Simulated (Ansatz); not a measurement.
**Run report: C₃H₇NSi, geometry relaxation**

C₃H₇NSi, SMILES C[SiH2]C1=NC1, computed with RKS PBE0-D4/def2-TZVP (Ansatz 0.2.0).

The geometry: PBE-D4/def2-SVP start. Figures and captions count atoms from 1; the log counts them from 0 in places.

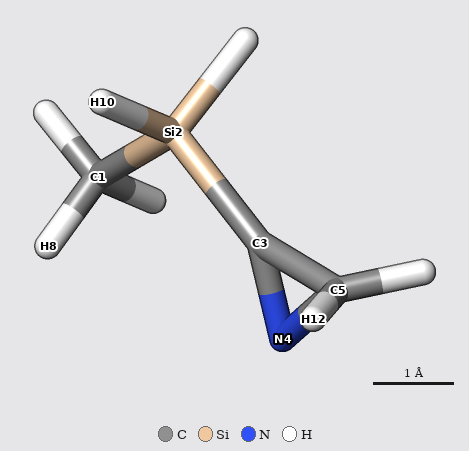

Fig. 1: The starting structure (stick view, seen at a tilt; atoms are numbered from 1 in the order of the input). Bond lengths as drawn: C–C 1.47 Å, C–H 1.11 Å, C–N 1.28 to 1.52 Å, C–Si 1.88 Å and H–Si 1.50 Å.

Summary

- outcome: converged
- total energy: −12584.1587 eV
- mean-field energy: −12583.9581 eV
- dispersion energy: −0.2006 eV
- SCF solution under orbital rotations: stable
- largest force (length of the vector) at the end: 0.005 eV/Å
- dipole moment: 1.98 D
- hardware: 4 threads of Arm Neoverse V2, 23 GiB of memory available, shared host
- wall time: 20 s (CPU time 74 s)
- peak memory: 0.48 GiB

Input
```yaml
crystal:
  periodic: [false, false, false]
  atoms:
    - {symbol: C, position_ang: [-1.564710, 1.013869, 0.958334]}
    - {symbol: Si, position_ang: [0.202588, 0.949387, 0.314422]}
    - {symbol: C, position_ang: [0.537333, -0.725722, -0.468870]}
    - {symbol: N, position_ang: [-0.059910, -1.832472, -0.694672]}
    - {symbol: C, position_ang: [1.384275, -1.712638, -1.161395]}
    - {symbol: H, position_ang: [-2.283689, 0.854665, 0.130079]}
    - {symbol: H, position_ang: [-1.781378, 1.994785, 1.426973]}
    - {symbol: H, position_ang: [-1.729998, 0.220245, 1.714074]}
    - {symbol: H, position_ang: [0.464306, 1.987446, -0.743207]}
    - {symbol: H, position_ang: [1.216768, 1.129413, 1.411602]}
    - {symbol: H, position_ang: [1.551862, -1.640115, -2.251832]}
    - {symbol: H, position_ang: [2.139553, -2.294261, -0.601308]}
basis:
  gaussian: {orbitals: def2-TZVP}
hamiltonian: {xc: pbe0, dispersion: d4}
relax: {f_tol: 0.005, max_steps: 150}
```

Command:
```bash
ansatz run in.yaml --threads 4 --pin off --events-out ev --progress --plain --max-ram 10444MiB
```

Output
```
Functional definition: PBE0
  name "PBE0"
  cite "Adamo & Barone, J. Chem. Phys. 110, 6158 (1999) doi:10.1063/1.478522"
  cite "Perdew, Burke & Ernzerhof, Phys. Rev. Lett. 77, 3865 (1996) doi:10.1103/PhysRevLett.77.3865"
  parent pbe
  parameter a = 0.25
  parameter kappa = 0.804
  parameter beta = 0.06672455060314922
  exchange = (1 - a)*pbe_x(kappa = kappa, mu = beta*pi^2/3) + a*exact_x
  correlation = pbe_c(beta = beta)
1271 factors; their error is unknown
mean field evaluation 1: about -12575.4892 eV, gradient 6.1e1 eV
mean field evaluation 2: about -12570.9241 eV, gradient 7.2e1 eV
mean field evaluation 4: about -12583.8061 eV, gradient 5.7e0 eV
mean field evaluation 8: about -12583.8710 eV, gradient 8.0e-2 eV
mean field evaluation 16: about -12583.8997 eV, gradient 8.3e-5 eV
mean field -12583.89974888 eV, -462.4497860977 hartree, gradient 2.0e-5 eV, S^2 0.000000; 0 other end points of the search recorded, 0 dependent functions left out
the calculation of the forces begins
reference -12583.89978323 eV, -462.4497873602 hartree; 23, 23 occupied and 180, 180 virtual orbitals, 1271 factors
relax step   1: F+E_penalty+E_count = -12584.09880873 eV  Δ(F+E_penalty+E_count) = +0.000e0 eV  max|allowed force component| = 1.159e0 eV/Å  Δτ_max = 0.0000 Å  (29 SCF iters, accepted)
these checks for a lower state are left out or cut short: starts, cluster_reference, orbital_swaps, neighbouring_geometries, increment
1271 factors; their error is unknown
mean field -12583.95269539 eV, -462.4517318462 hartree, gradient 2.3e-5 eV, S^2 0.000000; 0 other end points of the search recorded, 0 dependent functions left out
the calculation of the forces begins
reference -12583.95272948 eV, -462.4517330990 hartree; 23, 23 occupied and 180, 180 virtual orbitals, 1271 factors
relax step   2: F+E_penalty+E_count = -12584.15289547 eV  Δ(F+E_penalty+E_count) = -5.409e-2 eV  max|allowed force component| = 3.822e-1 eV/Å  Δτ_max = 0.0263 Å  (34 SCF iters, accepted)
these checks for a lower state are left out or cut short: starts, cluster_reference, orbital_swaps, neighbouring_geometries, increment
1271 factors; their error is unknown
mean field evaluation 32: about -12583.9579 eV, gradient 2.3e-5 eV
mean field -12583.95788245 eV, -462.4519224672 hartree, gradient 2.3e-5 eV, S^2 0.000000; 0 other end points of the search recorded, 0 dependent functions left out
the calculation of the forces begins
reference -12583.95791643 eV, -462.4519237159 hartree; 23, 23 occupied and 180, 180 virtual orbitals, 1271 factors
relax step   3: F+E_penalty+E_count = -12584.15855457 eV  Δ(F+E_penalty+E_count) = -5.659e-3 eV  max|allowed force component| = 5.977e-2 eV/Å  Δτ_max = 0.0113 Å  (34 SCF iters, accepted)
these checks for a lower state are left out or cut short: starts, cluster_reference, orbital_swaps, neighbouring_geometries, increment
1271 factors; their error is unknown
mean field -12583.95798836 eV, -462.4519263592 hartree, gradient 2.3e-5 eV, S^2 0.000000; 0 other end points of the search recorded, 0 dependent functions left out
the calculation of the forces begins
reference -12583.95802235 eV, -462.4519276084 hartree; 23, 23 occupied and 180, 180 virtual orbitals, 1271 factors
relax step   4: F+E_penalty+E_count = -12584.15867249 eV  Δ(F+E_penalty+E_count) = -1.179e-4 eV  max|allowed force component| = 1.595e-2 eV/Å  Δτ_max = 0.0038 Å  (34 SCF iters, accepted)
these checks for a lower state are left out or cut short: starts, cluster_reference, orbital_swaps, neighbouring_geometries, increment
1271 factors; their error is unknown
mean field -12583.95805541 eV, -462.4519288233 hartree, gradient 2.3e-5 eV, S^2 0.000000; 0 other end points of the search recorded, 0 dependent functions left out
the calculation of the forces begins
reference -12583.95808940 eV, -462.4519300724 hartree; 23, 23 occupied and 180, 180 virtual orbitals, 1271 factors
relax step   5: F+E_penalty+E_count = -12584.15869629 eV  Δ(F+E_penalty+E_count) = -2.380e-5 eV  max|allowed force component| = 9.942e-3 eV/Å  Δτ_max = 0.0017 Å  (35 SCF iters, accepted)
these checks for a lower state are left out or cut short: starts, cluster_reference, orbital_swaps, neighbouring_geometries, increment
1271 factors; their error is unknown
mean field -12583.95807058 eV, -462.4519293807 hartree, gradient 2.3e-5 eV, S^2 0.000000; 0 other end points of the search recorded, 0 dependent functions left out
the calculation of the forces begins
reference -12583.95810457 eV, -462.4519306299 hartree; 23, 23 occupied and 180, 180 virtual orbitals, 1271 factors
relax step   6: F+E_penalty+E_count = -12584.15870118 eV  Δ(F+E_penalty+E_count) = -4.897e-6 eV  max|allowed force component| = 4.562e-3 eV/Å  Δτ_max = 0.0009 Å  (35 SCF iters, accepted)
1271 factors; their error is unknown
mean field evaluation 64: about -12583.8618 eV, gradient 5.8e0 eV
```

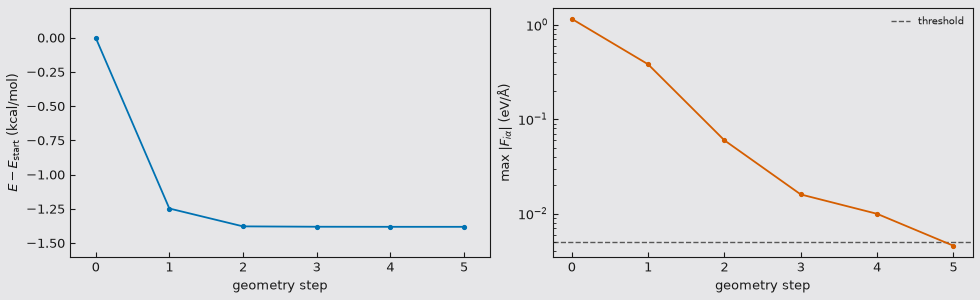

Fig. 2: Progress of the relaxation, step by step (the first geometry is step 0 here and step 1 in the log).

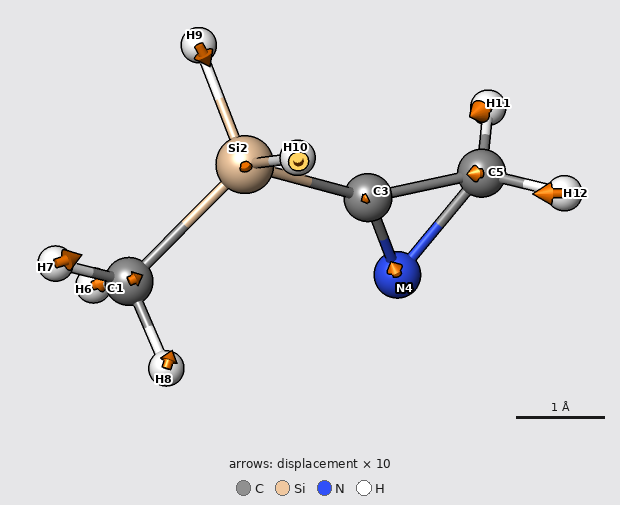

Fig. 3: The starting structure with the displacements as orange arrows, magnified 10 times (ball-and-stick view, seen at a tilt). The two geometries are laid on each other by the best rigid fit. Over 5 geometry steps the energy falls by 1.38 kcal/mol. Largest force component: 1.2 eV/Å at the start, 0.0046 eV/Å at the end. The largest moves after the best rigid fit, 0.038 Å, are those of H11 and H12. Largest moves by element: H 0.038 Å, C 0.021 Å, N 0.021 Å, Si 0.013 Å. Distances before and after: C1–Si2 1.882 → 1.861 Å, C3–N4 1.278 → 1.257 Å, N4–C5 1.522 → 1.503 Å, Si2–H10 1.505 → 1.486 Å. (Atoms are counted from 1 in the order of the input.)

```
mean field -12583.95807058 eV, -462.4519293807 hartree, gradient 2.3e-5 eV, S^2 0.000000; 1 other end points of the search recorded, 0 dependent functions left out
the calculation of the forces begins
reference -12583.95810457 eV, -462.4519306299 hartree; 23, 23 occupied and 180, 180 virtual orbitals, 1271 factors
Total energy: -12584.15873517 eV, -462.4593036685 hartree
Atom 0 at    -1.550038     1.005119     0.950406 Å, force    -0.000767    -0.000438     0.000163 eV/Å
Atom 1 at     0.196717     0.938388     0.311920 Å, force     0.002530     0.001049    -0.000401 eV/Å
Atom 2 at     0.529250    -0.721966    -0.465578 Å, force    -0.004562    -0.002929     0.000620 eV/Å
Atom 3 at    -0.052079    -1.812903    -0.694340 Å, force    -0.000490     0.000530     0.000076 eV/Å
Atom 4 at     1.374989    -1.696503    -1.151189 Å, force     0.002580     0.001073    -0.000521 eV/Å
Atom 5 at    -2.261346     0.849730     0.136672 Å, force     0.000086     0.000089     0.000287 eV/Å
Atom 6 at    -1.758161     1.973904     1.409938 Å, force     0.000440    -0.000019    -0.000195 eV/Å
Atom 7 at    -1.714349     0.226565     1.698153 Å, force    -0.000041     0.000314    -0.000109 eV/Å
Atom 8 at     0.455149     1.958402    -0.737794 Å, force    -0.000136    -0.000227     0.000089 eV/Å
Atom 9 at     1.201695     1.109733     1.393498 Å, force    -0.000105    -0.000122    -0.000274 eV/Å
Atom 10 at     1.540874    -1.619619    -2.221935 Å, force     0.000258     0.000328     0.000098 eV/Å
Atom 11 at     2.114299    -2.266249    -0.595553 Å, force     0.000205     0.000352     0.000167 eV/Å
Dipole moment:     0.062152     0.385915     0.131133 e Å
```

Trajectory as extended XYZ (Å, eV, eV/Å), 6 frames, from step=1 to step=6
```
12
Properties=species:S:1:pos:R:3:forces:R:3 step=1 energy=-12584.09881
C    -1.5647    1.0139    0.9583   -0.1601  -0.0257   0.0437
Si    0.2026    0.9494    0.3144   -0.0445   0.0434   0.0370
C     0.5373   -0.7257   -0.4689   -0.4132  -1.1285  -0.2997
N    -0.0599   -1.8325   -0.6947    1.0038   1.1588   0.1005
C     1.3843   -1.7126   -1.1614   -0.0683  -0.0614   0.0006
H    -2.2837    0.8547    0.1301    0.3440   0.0785   0.3967
H    -1.7814    1.9948    1.4270    0.1185  -0.4663  -0.2285
H    -1.7300    0.2202    1.7141    0.0811   0.3815  -0.3610
H     0.4643    1.9874   -0.7432   -0.0624  -0.2415   0.2173
H     1.2168    1.1294    1.4116   -0.2199  -0.0595  -0.2395
H     1.5519   -1.6401   -2.2518   -0.1258  -0.0220   0.6256
H     2.1396   -2.2943   -0.6013   -0.4530   0.3428  -0.2925
12
Properties=species:S:1:pos:R:3:forces:R:3 step=2 energy=-12584.15289
C    -1.5551    1.0065    0.9520    0.0082  -0.0033  -0.0034
Si    0.2011    0.9451    0.3136   -0.0700  -0.0496   0.0040
C     0.5341   -0.7213   -0.4661   -0.1420  -0.3213  -0.0767
N    -0.0570   -1.8148   -0.6897    0.3822   0.3502   0.0027
C     1.3779   -1.7009   -1.1544   -0.0890  -0.0234   0.0226
H    -2.2670    0.8498    0.1332    0.0991   0.0228   0.1099
H    -1.7664    1.9779    1.4146    0.0264  -0.1278  -0.0604
H    -1.7187    0.2226    1.7008    0.0245   0.1073  -0.1008
H     0.4585    1.9674   -0.7398   -0.0109  -0.0484   0.0577
H     1.2067    1.1154    1.4002   -0.0511  -0.0029  -0.0569
H     1.5414   -1.6280   -2.2311   -0.0428  -0.0025   0.1791
H     2.1216   -2.2752   -0.5990   -0.1346   0.0990  -0.0776
12
Properties=species:S:1:pos:R:3:forces:R:3 step=3 energy=-12584.15855
C    -1.5498    1.0039    0.9494    0.0235  -0.0001  -0.0082
Si    0.1982    0.9400    0.3122   -0.0082  -0.0063   0.0013
C     0.5314   -0.7214   -0.4654   -0.0061   0.0598   0.0261
N    -0.0537   -1.8104   -0.6900    0.0317  -0.0314  -0.0244
C     1.3748   -1.6967   -1.1515   -0.0436  -0.0156   0.0095
H    -2.2591    0.8484    0.1343   -0.0097  -0.0014  -0.0042
H    -1.7595    1.9717    1.4098   -0.0011   0.0035   0.0017
H    -1.7129    0.2239    1.6955   -0.0052  -0.0054   0.0063
H     0.4561    1.9617   -0.7353    0.0009   0.0014  -0.0083
H     1.2011    1.1135    1.3948    0.0064  -0.0037   0.0047
H     1.5369   -1.6225   -2.2226    0.0028   0.0028  -0.0108
H     2.1135   -2.2675   -0.5970    0.0087  -0.0037   0.0065
12
Properties=species:S:1:pos:R:3:forces:R:3 step=4 energy=-12584.15867
C    -1.5492    1.0041    0.9496   -0.0043   0.0026   0.0027
Si    0.1979    0.9393    0.3120   -0.0056  -0.0003   0.0013
C     0.5293   -0.7213   -0.4651    0.0069  -0.0012  -0.0034
N    -0.0532   -1.8118   -0.6928   -0.0058  -0.0095  -0.0012
C     1.3734   -1.6973   -1.1510    0.0140   0.0160   0.0013
H    -2.2603    0.8485    0.1356    0.0024   0.0012  -0.0003
H    -1.7582    1.9725    1.4095   -0.0013  -0.0003   0.0004
H    -1.7136    0.2250    1.6967    0.0022   0.0012   0.0000
H     0.4557    1.9599   -0.7371    0.0010  -0.0008  -0.0017
H     1.2021    1.1112    1.3940    0.0015  -0.0014   0.0001
H     1.5393   -1.6196   -2.2219   -0.0036  -0.0051   0.0047
H     2.1139   -2.2657   -0.5953   -0.0074  -0.0024  -0.0038
12
Properties=species:S:1:pos:R:3:forces:R:3 step=5 energy=-12584.15870
C    -1.5499    1.0049    0.9502   -0.0018  -0.0004   0.0005
Si    0.1970    0.9388    0.3120    0.0026   0.0010  -0.0005
C     0.5297   -0.7215   -0.4654   -0.0071  -0.0099  -0.0011
N    -0.0520   -1.8124   -0.6937   -0.0006   0.0057   0.0021
C     1.3748   -1.6965   -1.1512    0.0035   0.0001  -0.0012
H    -2.2610    0.8495    0.1363    0.0003   0.0003   0.0000
H    -1.7585    1.9735    1.4099    0.0006   0.0001  -0.0002
H    -1.7142    0.2261    1.6977    0.0003   0.0003   0.0001
H     0.4553    1.9588   -0.7377    0.0000   0.0003   0.0002
H     1.2018    1.1101    1.3938    0.0001   0.0004  -0.0001
H     1.5401   -1.6201   -2.2220    0.0012   0.0009   0.0005
H     2.1140   -2.2665   -0.5957    0.0008   0.0013  -0.0002
12
Properties=species:S:1:pos:R:3:forces:R:3 step=6 energy=-12584.15870
C    -1.5500    1.0051    0.9504   -0.0008  -0.0004   0.0002
Si    0.1967    0.9384    0.3119    0.0025   0.0010  -0.0004
C     0.5292   -0.7220   -0.4656   -0.0046  -0.0029   0.0006
N    -0.0521   -1.8129   -0.6943   -0.0005   0.0005   0.0001
C     1.3750   -1.6965   -1.1512    0.0026   0.0011  -0.0005
H    -2.2613    0.8497    0.1367    0.0001   0.0001   0.0003
H    -1.7582    1.9739    1.4099    0.0004   0.0000  -0.0002
H    -1.7143    0.2266    1.6982    0.0000   0.0003  -0.0001
H     0.4551    1.9584   -0.7378   -0.0001  -0.0002   0.0001
H     1.2017    1.1097    1.3935   -0.0001  -0.0001  -0.0003
H     1.5409   -1.6196   -2.2219    0.0003   0.0003   0.0001
H     2.1143   -2.2662   -0.5956    0.0002   0.0004   0.0002
```

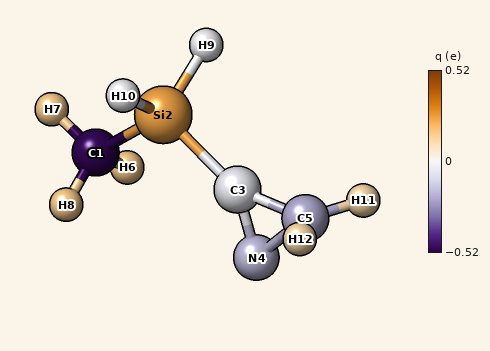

Fig. 4: Mulliken charges, as the colour of each atom (ball-and-stick view, seen at a tilt; atoms are numbered from 1 in the order of the input; Mulliken charges depend strongly on the basis). By element: C −0.49 to −0.04, Si +0.24, N −0.17 and H −0.01 to +0.15 e.
